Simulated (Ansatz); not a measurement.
**Iridium, simple cubic under r²SCAN: structure, energy and stiffness**

Aim: take iridium in the simple cubic structure, relax it, solve it on a dense k-mesh, switch on spin-orbit coupling, then scale the cell to 7 volumes from 88 to 112 % of the relaxed one and try a fit of the equation of state. The k-meshes are 13×13×13 for the relaxation; 20×20×20 for the dense run; 12×12×12 for spin-orbit coupling; 14×14×14 for the volumes.

This is Ir in the simple cubic structure; at room conditions it is fcc.

Program: Ansatz 0.2.0. Level of theory: DFT r2SCAN, plane waves (500 eV) with PAW, scalar-relativistic; PAW files made under PBE, frozen cores solved again for the functional. These are calculated values, not measurements.

**1. The system as given**

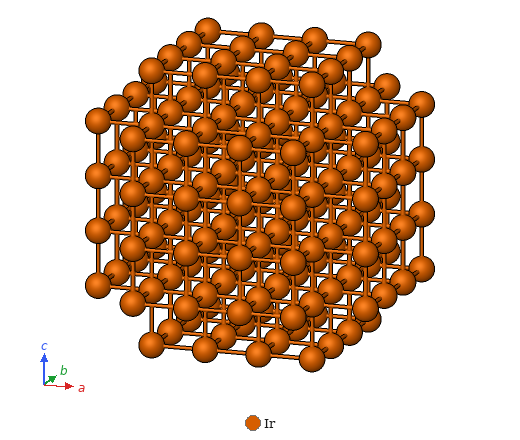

The structure, seen slightly off an axis (iridium orange). 3×3×3 cells are drawn. Any atoms on the faces are drawn again on the opposite ones, and bonded neighbours outside are added.

Structure file:

```cif
data_structure
_symmetry_space_group_name_H-M 'P 1'
_symmetry_Int_Tables_number 1
_cell_length_a 2.4815
_cell_length_b 2.4815
_cell_length_c 2.4815
_cell_angle_alpha 90.000
_cell_angle_beta 90.000
_cell_angle_gamma 90.000
_cell_volume 15.28
loop_
_atom_site_label
_atom_site_type_symbol
_atom_site_fract_x
_atom_site_fract_y
_atom_site_fract_z
_atom_site_occupancy
Ir1 Ir 0.00000 0.00000 0.00000 1
```

**2. Relaxing cell and atoms**

Contents of input.yaml:

```yaml
crystal:
  lattice:
    - [2.4815209647, 0.0, 0.0]
    - [0.0, 2.4815209647, 0.0]
    - [0.0, 0.0, 2.4815209647]
  atoms:
    - { symbol: Ir, position: [0.0, 0.0, 0.0] }
hamiltonian:
  xc: r2scan
  pseudopotentials:
    kind: paw
    azcp:
      Ir: "pseudopotentials/Ir.paw.azcp"
basis:
  ecutwfc: 500
  fft_grid_basis: typed
kpoints:
  mp_grid: { grid: [13, 13, 13], shift: [0, 0, 0] }
magnetization:
  spin_polarized: false
scf:
  occupations: { method: fermi_dirac, width: 0.1 }
relax:
  max_steps: 60
  f_tol: 0.01
  cell: {}
```

Launch:

```sh
ansatz run input.yaml --threads 1 --pin off --max-ram 3584MiB --backend cpu --events-out ev --progress --plain --runs-dir out
```

The program printed:

```text
Engine: ansatz 0.2.0, x86_64-unknown-linux-gnu
Pseudopotentials: kind: paw
Pseudopotential: Ir, paw, valence charge 17, recommended cutoff 500 eV (meta_gga), <dir>
Functional definition: r2SCAN
  parameter k0 = 0.174
  parameter k1 = 0.065
  parameter a1 = 4.9479
  exchange = r2scan_x(k0 = k0, k1 = k1, a1 = a1)
  correlation = r2scan_c
Crystal: 1 atoms, lattice volume = 15.281 Å³
Basis set: ecut = 500 eV, 389 PW (Γ), exchange–correlation on 80×80×80 points (64 copies of the dense FFT grid, shifted against one another)
Bands: 13, of which v1, the nominal top of the filled ones, is band 9 counted from 1 (8 counted from 0)
Symmetry: 48 space group operations
Space group: Pm-3m (ITA 221), of the structure as read, at distance tolerance 2.5e-5 Å
k-points: 84 of 2197
Non-local potential: Ir, projectors of the file, l = 0: 3, l = 1: 2, l = 2: 2, l = 3: 1
PAW form: soft (Blöchl's): semilocal exchange-correlation on the pseudo side does not see the compensation charge
PAW frozen core: Ir, regenerated for the run's functional (the file was generated under x = pbe(κ = 0.804, μ = 0.2195149727645171), c = pbe(β = 0.06672455060314922))
PAW one-centre angular grid: Ir, 590 points (default); XC on 160 Gauss nodes
Initial density: superposition of atomic densities (neutral atoms: chi_scale 0, normalization atom), corrected by the library's trained network
Initial wavefunctions: pseudopotential atomic-orbital guess
Functional: x = r2scan, c = r2scan; τ floored in thin density (d = 2e-4 eV/Å³)
SCF iter   1: F=—  HF=-11947.569557 eV  |F-HF|=—  |Δ(HF+E_count)|=         —  Δρ=1.21e-2  dr2=1.32e-2  dr2_τ=3.66e-2  ethr=1.77e-3  ⟨swp⟩=5.1  Hψ=6401  notcnv=0
preconditioner: auto → none  [metal: Δε(μ)=0.006 eV  Ē_g=14.576 eV  σ=0.100 eV  W_gap=0.02  n_scr=6 (ndim 8)  ℏωp=28.5 eV  f_vac=0.000  D(μ)=1.45/eV (n_scr^D=18)  sad-step TF]
SCF iter   2: F=—  HF=-11947.602897 eV  |F-HF|=—  |Δ(HF+E_count)|=   3.33e-2  Δρ=7.79e-3  dr2=7.08e-3  dr2_τ=3.28e-4  ethr=7.78e-5  ⟨swp⟩=2.1  Hψ=2058  notcnv=0  defer=8
SCF iter   3: F=—  HF=-11947.602167 eV  |F-HF|=—  |Δ(HF+E_count)|=   7.30e-4  Δρ=2.22e-3  dr2=7.53e-4  dr2_τ=1.79e-4  ethr=4.16e-5  ⟨swp⟩=2.0  Hψ=1674  notcnv=0  defer=8
SCF iter   4: F=—  HF=-11947.601932 eV  |F-HF|=—  |Δ(HF+E_count)|=   2.35e-4  Δρ=2.39e-4  dr2=2.84e-6  dr2_τ=7.83e-6  ethr=4.43e-6  ⟨swp⟩=2.2  Hψ=1507  notcnv=0  defer=8
SCF iter   5: F=—  HF=-11947.601926 eV  |F-HF|=—  |Δ(HF+E_count)|=   6.01e-6  Δρ=7.33e-5  dr2=3.11e-7  dr2_τ=6.10e-8  ethr=1.67e-8  ⟨swp⟩=2.3  Hψ=1633  notcnv=0  defer=8
SCF iter   6: F=-11947.601926 eV  HF=-11947.601926 eV  |F-HF|=3.47e-9  |Δ(HF+E_count)|=   3.33e-7  Δρ=7.47e-6  dr2=4.54e-9  dr2_τ=1.61e-9  ethr=5.88e-10  ⟨swp⟩=4.2  Hψ=3513  notcnv=0
SCF 1 converged in 6 iterations: F = -11947.601926 eV  dr2 = 4.54e-9
relax step   1: F+E_penalty+E_count = -11947.60192600 eV  Δ(F+E_penalty+E_count) = +0.000e0 eV  max|allowed force component| = 0.000e0 eV/Å  Δτ_max = 0.0000 Å  P = +28.147 GPa  Ω = 15.281 Å³  (6 SCF iters, dr2 threshold 1.00e-7 eV, accepted)
Crystal: 1 atoms, lattice volume = 17.627 Å³
Basis set: ecut = 500 eV, 461 PW (Γ), exchange–correlation on 80×80×80 points (64 copies of the dense FFT grid, shifted against one another)
Initial density: handed on by an earlier stage of this run
Initial wavefunctions: those handed on with the density
iter 1 solved again at ethr=1.14e-4 eV; its pass at ethr=3.10e-3 eV (dr2=1.94e-2 eV) is discarded
SCF iter   1: F=—  HF=-11947.020519 eV  |F-HF|=—  |Δ(HF+E_count)|=         —  Δρ=1.20e-2  dr2=1.99e-2  dr2_τ=7.60e-1  ethr=1.14e-4  ⟨swp⟩=1.0  Hψ=7543  notcnv=0
preconditioner: auto → none  [metal: Δε(μ)=0.015 eV  Ē_g=12.752 eV  σ=0.100 eV  W_gap=0.04  n_scr=6 (ndim 8)  ℏωp=26.5 eV  f_vac=0.000  D(μ)=1.70/eV (n_scr^D=18)]
SCF iter   2: F=—  HF=-11947.676196 eV  |F-HF|=—  |Δ(HF+E_count)|=   6.56e-1  Δρ=1.15e-2  dr2=2.63e-2  dr2_τ=7.41e-3  ethr=1.14e-4  ⟨swp⟩=2.0  Hψ=2138  notcnv=0
SCF iter   3: F=—  HF=-11947.669142 eV  |F-HF|=—  |Δ(HF+E_count)|=   7.05e-3  Δρ=5.48e-3  dr2=6.28e-3  dr2_τ=6.15e-4  ethr=1.14e-4  ⟨swp⟩=1.2  Hψ=1697  notcnv=0
SCF iter   4: F=—  HF=-11947.667466 eV  |F-HF|=—  |Δ(HF+E_count)|=   1.68e-3  Δρ=1.72e-3  dr2=3.75e-4  dr2_τ=5.44e-5  ethr=3.69e-5  ⟨swp⟩=2.3  Hψ=1593  notcnv=0
SCF iter   5: F=—  HF=-11947.667782 eV  |F-HF|=—  |Δ(HF+E_count)|=   3.16e-4  Δρ=2.30e-3  dr2=8.89e-4  dr2_τ=1.21e-4  ethr=2.20e-6  ⟨swp⟩=2.4  Hψ=1453  notcnv=0
SCF iter   6: F=—  HF=-11947.667647 eV  |F-HF|=—  |Δ(HF+E_count)|=   1.35e-4  Δρ=1.63e-3  dr2=4.53e-4  dr2_τ=5.49e-5  ethr=2.20e-6  ⟨swp⟩=1.0  Hψ=1094  notcnv=0
SCF iter   7: F=—  HF=-11947.667555 eV  |F-HF|=—  |Δ(HF+E_count)|=   9.20e-5  Δρ=9.67e-4  dr2=1.60e-4  dr2_τ=2.08e-5  ethr=2.20e-6  ⟨swp⟩=1.0  Hψ=1094  notcnv=0
SCF iter   8: F=—  HF=-11947.667512 eV  |F-HF|=—  |Δ(HF+E_count)|=   4.27e-5  Δρ=3.96e-4  dr2=2.69e-5  dr2_τ=3.58e-6  ethr=9.43e-7  ⟨swp⟩=2.0  Hψ=1427  notcnv=0
SCF iter   9: F=—  HF=-11947.667504 eV  |F-HF|=—  |Δ(HF+E_count)|=   7.63e-6  Δρ=1.18e-4  dr2=2.37e-6  dr2_τ=3.27e-7  ethr=1.58e-7  ⟨swp⟩=2.2  Hψ=1526  notcnv=0
SCF iter  10: F=-11947.667504 eV  HF=-11947.667504 eV  |F-HF|=5.28e-11  |Δ(HF+E_count)|=   7.38e-7  Δρ=1.39e-6  dr2=1.22e-10  dr2_τ=1.22e-10  ethr=5.88e-10  ⟨swp⟩=3.0  Hψ=4393  notcnv=0
SCF 2 converged in 10 iterations: F = -11947.667504 eV  dr2 = 1.22e-10
relax step   2: F+E_penalty+E_count = -11947.66750374 eV  Δ(F+E_penalty+E_count) = -6.558e-2 eV  max|allowed force component| = 0.000e0 eV/Å  Δτ_max = 0.0000 Å  P = -13.243 GPa  Ω = 17.627 Å³  energy of the carried Pulay correction = -1.709e-3 eV  (10 SCF iters, dr2 threshold 1.00e-7 eV, accepted)
Crystal: 1 atoms, lattice volume = 16.802 Å³
Basis set: ecut = 500 eV, 437 PW (Γ), exchange–correlation on 80×80×80 points (64 copies of the dense FFT grid, shifted against one another)
iter 1 solved again at ethr=6.71e-6 eV; its pass at ethr=3.10e-3 eV (dr2=1.14e-3 eV) is discarded
SCF iter   1: F=—  HF=-11947.642113 eV  |F-HF|=—  |Δ(HF+E_count)|=         —  Δρ=2.55e-3  dr2=8.26e-4  dr2_τ=7.85e-2  ethr=6.71e-6  ⟨swp⟩=1.2  Hψ=7489  notcnv=0
preconditioner: auto → none  [metal: Δε(μ)=0.005 eV  Ē_g=13.502 eV  σ=0.100 eV  W_gap=0.01  n_scr=6 (ndim 8)  ℏωp=27.2 eV  f_vac=0.000  D(μ)=1.58/eV (n_scr^D=18)]
SCF iter   2: F=—  HF=-11947.710075 eV  |F-HF|=—  |Δ(HF+E_count)|=   6.80e-2  Δρ=2.13e-3  dr2=9.86e-4  dr2_τ=2.04e-4  ethr=4.86e-6  ⟨swp⟩=2.0  Hψ=2184  notcnv=0
SCF iter   3: F=—  HF=-11947.709820 eV  |F-HF|=—  |Δ(HF+E_count)|=   2.55e-4  Δρ=1.03e-3  dr2=2.35e-4  dr2_τ=1.29e-5  ethr=4.86e-6  ⟨swp⟩=1.9  Hψ=1416  notcnv=0
SCF iter   4: F=—  HF=-11947.709780 eV  |F-HF|=—  |Δ(HF+E_count)|=   4.01e-5  Δρ=5.33e-4  dr2=3.01e-5  dr2_τ=2.56e-6  ethr=1.38e-6  ⟨swp⟩=2.1  Hψ=1430  notcnv=0
SCF iter   5: F=—  HF=-11947.709867 eV  |F-HF|=—  |Δ(HF+E_count)|=   8.65e-5  Δρ=9.50e-4  dr2=1.74e-4  dr2_τ=1.66e-5  ethr=1.77e-7  ⟨swp⟩=2.1  Hψ=1699  notcnv=0  recentre
SCF iter   6: F=—  HF=-11947.709835 eV  |F-HF|=—  |Δ(HF+E_count)|=   3.15e-5  Δρ=5.97e-4  dr2=6.86e-5  dr2_τ=6.57e-6  ethr=1.77e-7  ⟨swp⟩=2.2  Hψ=1424  notcnv=0
SCF iter   7: F=—  HF=-11947.709816 eV  |F-HF|=—  |Δ(HF+E_count)|=   1.88e-5  Δρ=1.69e-4  dr2=5.47e-6  dr2_τ=5.22e-7  ethr=1.77e-7  ⟨swp⟩=2.1  Hψ=1484  notcnv=0
SCF iter   8: F=—  HF=-11947.709815 eV  |F-HF|=—  |Δ(HF+E_count)|=   1.49e-6  Δρ=4.48e-5  dr2=3.84e-7  dr2_τ=3.66e-8  ethr=3.22e-8  ⟨swp⟩=2.4  Hψ=1426  notcnv=0
SCF iter   9: F=-11947.709815 eV  HF=-11947.709815 eV  |F-HF|=1.04e-8  |Δ(HF+E_count)|=   1.06e-7  Δρ=8.98e-6  dr2=1.53e-8  dr2_τ=1.44e-9  ethr=5.88e-10  ⟨swp⟩=2.9  Hψ=3861  notcnv=0
SCF 3 converged in 9 iterations: F = -11947.709815 eV  dr2 = 1.53e-8
relax step   3: F+E_penalty+E_count = -11947.70981462 eV  Δ(F+E_penalty+E_count) = -4.231e-2 eV  max|allowed force component| = 0.000e0 eV/Å  Δτ_max = 0.0000 Å  P = -2.431 GPa  Ω = 16.802 Å³  energy of the carried Pulay correction = -1.136e-3 eV  (9 SCF iters, dr2 threshold 1.00e-7 eV, accepted)
Crystal: 1 atoms, lattice volume = 16.627 Å³
iter 1 solved again at ethr=3.27e-7 eV; its pass at ethr=3.10e-3 eV (dr2=5.57e-5 eV) is discarded
SCF iter   1: F=—  HF=-11947.707633 eV  |F-HF|=—  |Δ(HF+E_count)|=         —  Δρ=6.36e-4  dr2=5.26e-5  dr2_τ=3.83e-3  ethr=3.27e-7  ⟨swp⟩=2.0  Hψ=7300  notcnv=0
preconditioner: auto → none  [metal: Δε(μ)=0.012 eV  Ē_g=13.584 eV  σ=0.100 eV  W_gap=0.03  n_scr=6 (ndim 8)  ℏωp=27.3 eV  f_vac=0.000  D(μ)=1.57/eV (n_scr^D=18)]
SCF iter   2: F=—  HF=-11947.711136 eV  |F-HF|=—  |Δ(HF+E_count)|=   3.50e-3  Δρ=5.78e-4  dr2=6.88e-5  dr2_τ=1.53e-5  ethr=3.10e-7  ⟨swp⟩=2.0  Hψ=1815  notcnv=0
SCF iter   3: F=—  HF=-11947.711118 eV  |F-HF|=—  |Δ(HF+E_count)|=   1.81e-5  Δρ=2.81e-4  dr2=1.72e-5  dr2_τ=1.20e-6  ethr=3.10e-7  ⟨swp⟩=2.0  Hψ=1427  notcnv=0
SCF iter   4: F=—  HF=-11947.711114 eV  |F-HF|=—  |Δ(HF+E_count)|=   4.33e-6  Δρ=1.27e-4  dr2=2.15e-6  dr2_τ=1.09e-7  ethr=1.01e-7  ⟨swp⟩=2.4  Hψ=1490  notcnv=0
SCF iter   5: F=—  HF=-11947.711124 eV  |F-HF|=—  |Δ(HF+E_count)|=   1.03e-5  Δρ=3.84e-4  dr2=2.71e-5  dr2_τ=2.82e-6  ethr=1.26e-8  ⟨swp⟩=2.0  Hψ=1791  notcnv=0  recentre
SCF iter   6: F=—  HF=-11947.711116 eV  |F-HF|=—  |Δ(HF+E_count)|=   7.95e-6  Δρ=1.43e-4  dr2=2.90e-6  dr2_τ=3.96e-7  ethr=1.26e-8  ⟨swp⟩=2.0  Hψ=1737  notcnv=0
SCF iter   7: F=—  HF=-11947.711116 eV  |F-HF|=—  |Δ(HF+E_count)|=   4.09e-7  Δρ=1.38e-4  dr2=3.16e-6  dr2_τ=2.11e-7  ethr=1.26e-8  ⟨swp⟩=1.0  Hψ=1092  notcnv=0
SCF iter   8: F=—  HF=-11947.711116 eV  |F-HF|=—  |Δ(HF+E_count)|=   4.15e-7  Δρ=9.30e-5  dr2=1.55e-6  dr2_τ=1.08e-7  ethr=1.26e-8  ⟨swp⟩=1.0  Hψ=1092  notcnv=0
SCF iter   9: F=-11947.711116 eV  HF=-11947.711116 eV  |F-HF|=5.24e-8  |Δ(HF+E_count)|=   4.35e-7  Δρ=2.04e-5  dr2=7.67e-8  dr2_τ=3.93e-9  ethr=5.88e-10  ⟨swp⟩=3.0  Hψ=4113  notcnv=0
SCF 4 converged in 9 iterations: F = -11947.711116 eV  dr2 = 7.67e-8
relax step   4: F+E_penalty+E_count = -11947.71111559 eV  Δ(F+E_penalty+E_count) = -1.301e-3 eV  max|allowed force component| = 0.000e0 eV/Å  Δτ_max = 0.0000 Å  P = +0.304 GPa  Ω = 16.627 Å³  energy of the carried Pulay correction = -1.011e-3 eV  (9 SCF iters, dr2 threshold 1.00e-7 eV, accepted)
Crystal: 1 atoms, lattice volume = 16.646 Å³
iter 1 solved again at ethr=2.16e-9 eV; its pass at ethr=3.10e-3 eV (dr2=3.67e-7 eV) is discarded
SCF iter   1: F=—  HF=-11947.711076 eV  |F-HF|=—  |Δ(HF+E_count)|=         —  Δρ=5.54e-5  dr2=3.54e-7  dr2_τ=4.81e-5  ethr=2.16e-9  ⟨swp⟩=2.3  Hψ=7251  notcnv=0
preconditioner: auto → none  [metal: Δε(μ)=0.005 eV  Ē_g=13.539 eV  σ=0.100 eV  W_gap=0.01  n_scr=6 (ndim 8)  ℏωp=27.3 eV  f_vac=0.000  D(μ)=1.57/eV (n_scr^D=18)]
SCF iter   2: F=—  HF=-11947.711120 eV  |F-HF|=—  |Δ(HF+E_count)|=   4.44e-5  Δρ=6.56e-5  dr2=8.90e-7  dr2_τ=1.54e-7  ethr=2.08e-9  ⟨swp⟩=2.0  Hψ=1820  notcnv=0  recentre
SCF iter   3: F=—  HF=-11947.711120 eV  |F-HF|=—  |Δ(HF+E_count)|=   2.09e-7  Δρ=3.70e-5  dr2=2.96e-7  dr2_τ=1.98e-8  ethr=2.08e-9  ⟨swp⟩=2.4  Hψ=1511  notcnv=0
SCF iter   4: F=-11947.711120 eV  HF=-11947.711120 eV  |F-HF|=2.92e-8  |Δ(HF+E_count)|=   4.41e-8  Δρ=2.01e-5  dr2=5.49e-8  dr2_τ=1.53e-8  ethr=5.88e-10  ⟨swp⟩=2.9  Hψ=3981  notcnv=0
SCF 5 converged in 4 iterations: F = -11947.711120 eV  dr2 = 5.49e-8
relax step   5: F+E_penalty+E_count = -11947.71111976 eV  Δ(F+E_penalty+E_count) = -4.169e-6 eV  max|allowed force component| = 0.000e0 eV/Å  Δτ_max = 0.0000 Å  P = -0.005 GPa  Ω = 16.646 Å³  energy of the carried Pulay correction = -1.025e-3 eV  (4 SCF iters, dr2 threshold 1.00e-7 eV, accepted)
Initial wavefunctions: pseudopotential atomic-orbital guess (no wavefunctions were taken with the density)
iter 1 solved again at ethr=2.41e-8 eV; its pass at ethr=3.10e-3 eV (dr2=4.09e-6 eV) is discarded
SCF iter   1: F=—  HF=-11947.712039 eV  |F-HF|=—  |Δ(HF+E_count)|=         —  Δρ=6.83e-4  dr2=3.77e-6  dr2_τ=3.14e-5  ethr=2.41e-8  ⟨swp⟩=2.6  Hψ=8904  notcnv=0
preconditioner: auto → none  [metal: Δε(μ)=0.005 eV  Ē_g=13.541 eV  σ=0.100 eV  W_gap=0.01  n_scr=6 (ndim 8)  ℏωp=27.3 eV  f_vac=0.000  D(μ)=1.57/eV (n_scr^D=18)]
SCF iter   2: F=—  HF=-11947.712230 eV  |F-HF|=—  |Δ(HF+E_count)|=   1.91e-4  Δρ=3.37e-4  dr2=8.23e-7  dr2_τ=9.66e-6  ethr=2.22e-8  ⟨swp⟩=2.4  Hψ=1634  notcnv=0
SCF iter   3: F=—  HF=-11947.712312 eV  |F-HF|=—  |Δ(HF+E_count)|=   8.25e-5  Δρ=1.80e-5  dr2=1.08e-8  dr2_τ=2.10e-8  ethr=4.84e-9  ⟨swp⟩=2.1  Hψ=1523  notcnv=0
SCF iter   4: F=—  HF=-11947.712313 eV  |F-HF|=—  |Δ(HF+E_count)|=   2.18e-7  Δρ=5.04e-6  dr2=3.01e-9  dr2_τ=1.15e-9  ethr=6.37e-11  ⟨swp⟩=2.2  Hψ=1664  notcnv=0
SCF iter   5: F=—  HF=-11947.712313 eV  |F-HF|=—  |Δ(HF+E_count)|=   3.79e-9  Δρ=1.38e-6  dr2=5.20e-11  dr2_τ=1.11e-10  ethr=1.77e-11  ⟨swp⟩=2.1  Hψ=1527  notcnv=0
SCF iter   6: F=-11947.712313 eV  HF=-11947.712313 eV  |F-HF|=3.64e-11  |Δ(HF+E_count)|=   1.02e-9  Δρ=2.42e-7  dr2=3.90e-12  dr2_τ=2.22e-13  ethr=1.00e-12  ⟨swp⟩=5.2  Hψ=4028  notcnv=0
SCF 6 converged in 6 iterations: F = -11947.712313 eV  dr2 = 3.90e-12
relax step   6: F+E_penalty+E_count = -11947.71231260 eV  Δ(F+E_penalty+E_count) = -1.193e-3 eV  max|allowed force component| = 0.000e0 eV/Å  Δτ_max = 0.0000 Å  P = +0.026 GPa  Ω = 16.646 Å³  stress off target by 2.59e-2 GPa  SCF on the basis re-selected at this cell (its energy is not comparable with the rows above)  (6 SCF iters)
basis re-selected at this cell: Δ(F+E_penalty+E_count) = -1.193e-3 eV, ΔP = +0.031 GPa vs the last step (what re-selecting the basis moved, of the pressure what is left beyond the Pulay correction that the steps carried, after the strain that the cell walked since its last selection, with what the two solves' SCF thresholds leave and, on support functions, any second-order correction that the steps lacked; it is no measure of the basis error at this ecutwfc). This SCF's stress stands 2.59e-2 GPa from its target on what of the cell is left free (relax.cell.stress_tol is 5.00e-2 GPa) and its largest allowed force component is 0.00e0 eV/Å (relax.f_tol is 1.00e-2 eV/Å): within both
SCF converged after 6 iterations
Free energy (F): -11947.712313 eV
Harris-Foulkes:  -11947.712313 eV  (|F-HF|=3.64e-11)
Internal energy: -11947.661254 eV  (E = F + TS)
E sigma→0 (E₀):  -11947.686783 eV
Entropy (-TS):   -0.051059 eV (-51.059 meV/atom)
Fermi energy:    20.588659 eV
--- Per-component energies (eV) ---
  E_band       = -171.479120
  E_kinetic    = 622.861834
  E_local      = -1340.344507  (includes V_loc(G=0)·N_el)
  E_nonlocal   = 76.008847
  E_hartree    = 510.882559
  E_xc         = -254.277465
  E_vxc        = -331.839602  (∫ρ·V_xc dr)
  E_paw        = -9250.297331  (= ΣΔE_a)
  E_vpaw       = -240.630064  (= ΣTr[D̂ρ^β])
  E_aug_tail   = -0.000014  (compensation charges beyond the density's cutoff)
  E_vtau       = 20.699300  (kinetic-family band-sum trace: ∫τ·v_τ [+ j·A + Jᵃ·Aᵃ] dr)
  E_ewald      = -2312.178282
  E_core_change = -0.316894  (= ΣΔE_core)
  E_smearing   = -0.051059  (= −TS)
  E_closure    = 0.000000  (closes the sum)
  Σ components = -11947.712313   (vs F -11947.712313, Δ=0.00e0)
--- Forces (eV/Å), atoms counted from 1 ---
  atom   1  Ir     0.00000000    -0.00000000     0.00000000
  max |Σ_I F_I| component: 4.62e-33 eV/Å
--- Stress (GPa, compression-positive) ---
        0.025932      -0.000000      -0.000000
       -0.000000       0.025932       0.000000
       -0.000000       0.000000       0.025932
  P = ⅓ Tr σ = 0.0259 GPa (0.259 kbar)
--- Relaxed structure (5 steps of the walk, 5 accepted, 1 SCFs on fresh bases) ---
  F+E_penalty+E_count = -11947.71231260 eV   max|allowed force component| = 0.000e0 eV/Å   (the final SCF, on the basis selected at the relaxed cell)
  cell:  # Å, volume = 16.6460 Å³
    - [2.553307973739108, -5.09568964452456e-34, -4.012354050806741e-36]
    - [-5.09568964452456e-34, 2.553307973739108, -1.925929944387236e-34]
    - [5.095689644524562e-34, -1.925929944387236e-34, 2.553307973739108]
  atoms:
    - { symbol: Ir, position: [0.0, 0.0, 0.0] }
```

It took 21 s on 1 thread of Intel Xeon Platinum 8259CL at 2.50GHz (Skylake/Cascade Lake), shared host; peak memory 0.51 GiB.

Relaxation path:

```tsv
step	energy change (meV/atom)	largest force (eV/Å)	pressure (GPa)	volume (Å³/atom)
1	0.00	0.0000	28.15	15.281
2	-65.58	0.0000	-13.24	17.627
3	-107.89	0.0000	-2.43	16.802
4	-109.19	0.0000	0.30	16.627
5	-109.19	0.0000	-0.01	16.646
6	-110.39	0.0000	0.03	16.646
```

Steps that repeat a cell are solved on a basis chosen anew, so their changes of energy are no gain of the relaxation.

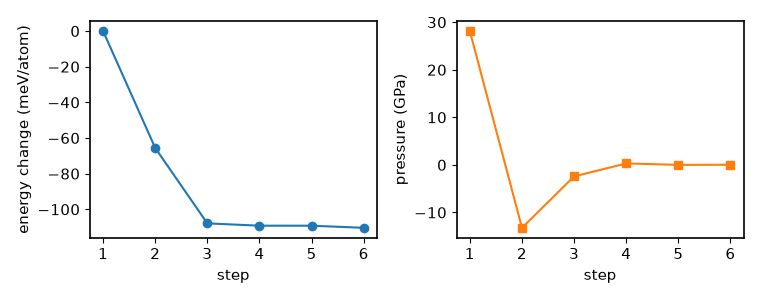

Energy and pressure over the accepted steps.

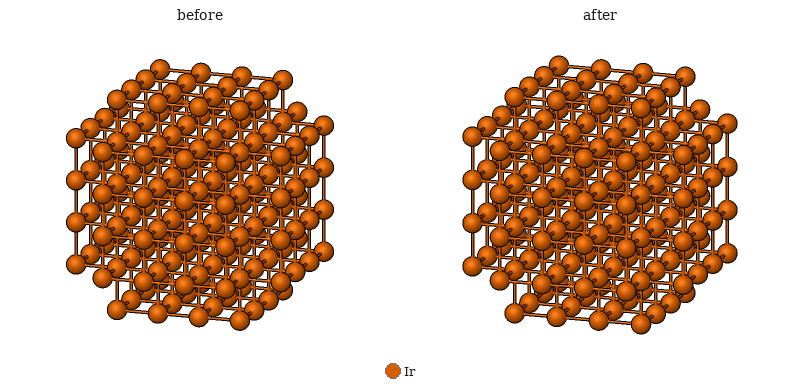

The structure before (left) and after (right), drawn at the same scale. The cells drawn are those of the first picture.

The cell of the run, before and after:

|  | before | after | change |
| --- | --- | --- | --- |
| a (Å) | 2.482 | 2.553 | +2.9 % |
| b (Å) | 2.482 | 2.553 | +2.9 % |
| c (Å) | 2.482 | 2.553 | +2.9 % |
| volume (Å³/atom) | 15.281 | 16.646 | +8.9 % |
| shortest distance (Å) | 2.482 | 2.553 | +2.9 % |
| space group (spins left aside) | Pm-3m | Pm-3m | same |

(Part 1 of 2 ends here.)
